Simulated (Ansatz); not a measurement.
**FGeH₅OSi₂: a ladder of functionals and wavefunction methods**

How much do the methods differ for FGeH₅OSi₂? The plan is to run it at one geometry with functionals of several rungs and with coupled cluster, and see how far each lands from CCSD(T) at the basis-set limit for the atomisation energy.

The runs use Ansatz 0.2.0, Gaussian basis; functionals in def2-TZVPP, the program's frozen cores in correlated methods.

The runs, in order: PBE-D4, r2SCAN-D4, PBE0-D4, B3LYP-D4, ωB97X-V, ωB97M-V, B2PLYP; CCSD(T)/def2-TZVPP; MP2/def2-QZVPP; extrapolation to the limit.

**1. The geometry**

The geometry comes from an earlier relaxation with PBE0-D4 in a triple-zeta def2 set; it is a stationary point, not always the lowest conformer.

SMILES `F[Si@H]1[O][Ge@H]1[SiH3]`, 10 atoms, charge 0, spin multiplicity 1.

Atoms are counted from 1 here; the program's logs count them from 0.

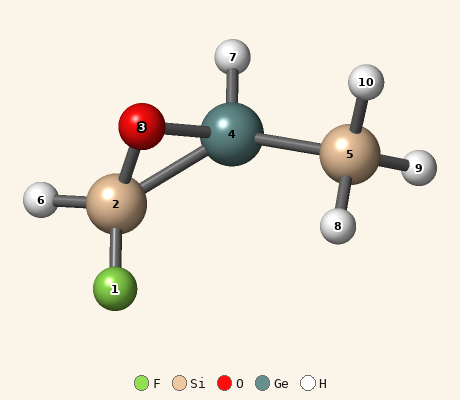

The structure; fluorine green, silicon light orange, oxygen red, germanium teal, hydrogen white; atoms are numbered from 1 in the order of the file.

**2. PBE-D4 (GGA)**

Input file in.yaml:

```yaml
crystal:
  periodic: [false, false, false]
  atoms:
    - {symbol: F, position_ang: [-2.259448, 0.798667, 1.606448]}
    - {symbol: Si, position_ang: [-0.952170, -0.059684, 1.889356]}
    - {symbol: O, position_ang: [-0.681180, -1.322080, 0.905245]}
    - {symbol: Ge, position_ang: [0.766723, -0.143480, 0.422719]}
    - {symbol: Si, position_ang: [0.543031, 0.368905, -1.888431]}
    - {symbol: H, position_ang: [-0.920894, -0.287339, 3.348838]}
    - {symbol: H, position_ang: [2.082881, -0.855789, 0.793706]}
    - {symbol: H, position_ang: [-0.809361, 0.932594, -2.119394]}
    - {symbol: H, position_ang: [1.577881, 1.373358, -2.249304]}
    - {symbol: H, position_ang: [0.735838, -0.856252, -2.706285]}
basis:
  gaussian: {orbitals: def2-TZVPP}
hamiltonian: {xc: pbe, dispersion: d4}
output: {forces: true, orbitals: {seedname: orbitals}}
```

The run is started by

```
ansatz run in.yaml --threads 4 --pin off --events-out ev --progress --plain --max-ram 10444MiB
```

The runs that follow: r2SCAN-D4 (meta-GGA); PBE0-D4 (hybrid); B3LYP-D4 (hybrid); ωB97X-V (range-separated); ωB97M-V (range-separated); B2PLYP (double hybrid); CCSD(T) in def2-TZVPP; MP2 in def2-QZVPP.

**Question.** What will the summary of the whole plan be? Wanted: atomisation energy, CCSD(T)/CBS; farthest; mean size of error, hybrid; mean size of error, range-separated; gap, smallest and largest; T1 diagnostic; triples share of the correlation energy.

As calculated:

| quantity | value |
| --- | --- |
| atomisation energy, CCSD(T)/CBS | 781.0 kcal/mol |
| functionals within 7.8 kcal/mol (1.0 %) | PBE-D4, r2SCAN-D4, ωB97X-V, ωB97M-V |
| farthest | PBE0-D4 (-17.1 kcal/mol) |
| mean size of error, hybrid | 14.3 kcal/mol |
| mean size of error, range-separated | 4.2 kcal/mol |
| gap, smallest and largest | 3.78 eV (PBE-D4), 9.80 eV (ωB97X-V) |
| T1 diagnostic | 0.0147 |
| triples share of the correlation energy | 3.6 % |

What this shows: PBE-D4 is off by -2.6 kcal/mol. Double hybrids carry the basis error of their MP2 part in triple zeta, and no dispersion term here, so their miss is partly the set-up's. The reference freezes the cores and leaves out relativity and excitations past (T), and its outer-core shells are covered unevenly, so misses under about 7.8 kcal/mol can't be ranked. Hartree-Fock recovers 71 % of the binding; the rest is correlation. Orbital gaps span 3.8 to 9.8 eV; exact exchange widens them. Correlated methods include outer-core shells of Ge, which these sets cover unevenly.
